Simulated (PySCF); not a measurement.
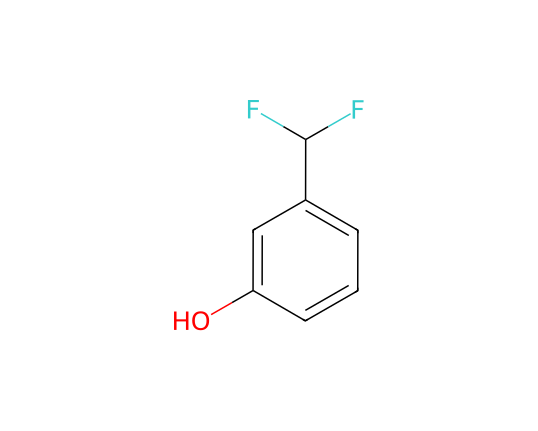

Computed geometry: GFN2-xTB optimisation. No frequency run is at hand to confirm it as a minimum. Properties computed with PBE0/def2-SVPD, gas phase (PySCF 2.14.0). Excitations: vertical, linear response.

### What is the lowest vertical singlet excitation?

5.10 eV.

### What is the mean static polarisability?

85.5 bohr³.

### What is the LUMO energy (Kohn–Sham orbital)?

−0.80 eV.

### What is the HOMO energy (Kohn–Sham orbital)?

−6.94 eV.
